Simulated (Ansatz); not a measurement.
**ScCl (R-3m): convergence test of the k-point mesh in Python**

How fine a k-point mesh does ScCl (R-3m) need? Wanted for ScCl (R-3m): a convergence test of the k-point mesh.

All numbers are computed with Ansatz 0.2.0 through its Python package. Level of theory: DFT PBEsol, plane waves, PAW.

### 1 The system

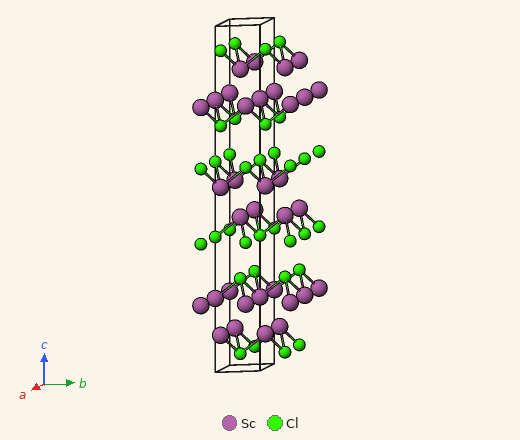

The structure that the script starts from, seen slightly off an axis (scandium pink, chlorine green). 2×2×1 cells are drawn. The cell is the conventional one. Atoms on cell faces are repeated.

Input file sccl.vasp:

```text
ScCl
1.0
   1.73650000    1.00256874    8.90333333
  -1.73650000    1.00256874    8.90333333
   0.00000000   -2.00513748    8.90333333
Sc Cl
2 2
Direct
   0.21370000    0.21370000    0.21370000
   0.78630000    0.78630000    0.78630000
   0.39140000    0.39140000    0.39140000
   0.60860000    0.60860000    0.60860000
```

### 2 The script

Input file kconv_sccl.py:

```python
"""k-point test for ScCl."""

from dataclasses import dataclass
import csv
import warnings

import ansatz as az
from ase.io import read


@dataclass(frozen=True)
class Options:
    smearing: str = "fermi_dirac"


cfg = Options()

warnings.simplefilter("ignore", az.DeckWarning)

atoms = read("sccl.vasp", format="vasp")
xtal = az.Crystal.from_ase(atoms)

calc = xtal.calculation()
calc = calc.functional(az.Functional.PBESOL).basis(41 * az.Ry)
calc = calc.occupations(cfg.smearing, width=100 * az.meV)

rows = []
for value in [(3, 3, 3), (4, 4, 4), (5, 5, 5), (6, 6, 6), (8, 8, 8), (9, 9, 9)]:
    summary = calc.kpoints(mesh=value).run(threads=1).report
    rows.append((value, summary["free_energy_ev"] / len(summary["lattice"]["sites"]), summary["n_iterations"], summary["n_kpoints"]))

with open("kconv.csv", "w", newline="") as handle:
    writer = csv.writer(handle)
    writer.writerow(["mesh", "F/atom (eV)", "iterations", "k-points"])
    writer.writerows([round(v, 5) if isinstance(v, float) else v for v in row] for row in rows)

# the last row is the reference
for row in rows[:-1]:
    shift = 1000 * (row[1] - rows[-1][1])
    print(f"{row[0]}: {shift:+.2f} meV/atom" + ("  (within 2 meV)" if abs(shift) < 2 else ""))
```

### 3 The input behind the calls

The package turns the script's settings into the engine's input (first run):

```yaml
crystal:
  lattice:
    - [1.7365, 1.00256874, 8.90333333]
    - [-1.7365, 1.00256874, 8.90333333]
    - [0.0, -2.00513748, 8.90333333]
  atoms:
    - { symbol: Sc, position: [0.21370000000000003, 0.2137, 0.2137] }
    - { symbol: Sc, position: [0.7863, 0.7863000000000001, 0.7863] }
    - { symbol: Cl, position: [0.3914, 0.3914, 0.3914] }
    - { symbol: Cl, position: [0.6086, 0.6086, 0.6086] }
basis:
  ecutwfc: 557.833418042754
kpoints:
  mp_grid:
    grid: [3, 3, 3]
hamiltonian:
  xc: pbesol
scf:
  occupations:
    method: fermi_dirac
    width: 0.1
```

### 4 The run

On the command line:

```
python kconv_sccl.py
```

Log:

```text
(3, 3, 3): +13.00 meV/atom
(4, 4, 4): -0.76 meV/atom  (within 2 meV)
(5, 5, 5): +0.47 meV/atom  (within 2 meV)
(6, 6, 6): +0.09 meV/atom  (within 2 meV)
(8, 8, 8): -0.01 meV/atom  (within 2 meV)
```

Wall time 31 s (1 thread of Arm Neoverse V2, shared host); peak memory 0.6 GiB.

File kconv.csv afterwards:

```csv
mesh,F/atom (eV),iterations,k-points
"(3, 3, 3)",-1587.53236,7,6
"(4, 4, 4)",-1587.54613,7,13
"(5, 5, 5)",-1587.54489,7,19
"(6, 6, 6)",-1587.54528,7,32
"(8, 8, 8)",-1587.54537,7,65
"(9, 9, 9)",-1587.54536,7,85
```

### 5 Inputs of later runs

The engine's inputs for some of the other runs:

Run 2, against run 1:

```diff
@@ -15 +15 @@
-    grid: [3, 3, 3]
+    grid: [4, 4, 4]
```

Run 4, against run 1:

```diff
@@ -15 +15 @@
-    grid: [3, 3, 3]
+    grid: [6, 6, 6]
```

Run 6, against run 1:

```diff
@@ -15 +15 @@
-    grid: [3, 3, 3]
+    grid: [9, 9, 9]
```

### 6 Run by run

One row for each of the 6 runs:

```csv
run,k mesh,energy from run 6 (meV/atom),SCF cycles,CPU time (s)
1,"[3, 3, 3]",13.00,7,1.1
2,"[4, 4, 4]",-0.76,7,1.9
3,"[5, 5, 5]",0.47,7,2.6
4,"[6, 6, 6]",0.09,7,4.2
5,"[8, 8, 8]",-0.01,7,8.4
6,"[9, 9, 9]",0.00,7,11
```

Energies are free energies F = E - TS of the smeared occupations. 

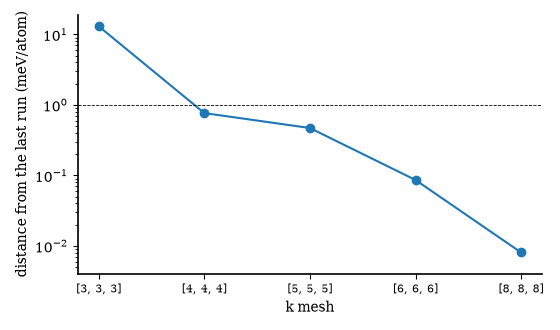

How far each run lies from the last one; the dashed line marks 1 meV/atom.

### 7 Outcome

| quantity | value |
| --- | --- |
| runs compared | 6 |
| last run but one, from the last | -0.01 meV/atom |
| within 5 meV/atom of the last run from | [4, 4, 4] |

From 4×4×4 on it stays within 2 meV an atom of the value at 9×9×9; the first row (3×3×3) is off by 13.0 meV and the last but one by 0.01 meV. This holds for F at a smearing of 0.1 eV; a narrower one needs a denser mesh. It goes up and down, since the sum over k-points isn't variational. The run is spin-unpolarised. Shifts are counted from the finest mesh, which is itself no proven limit.
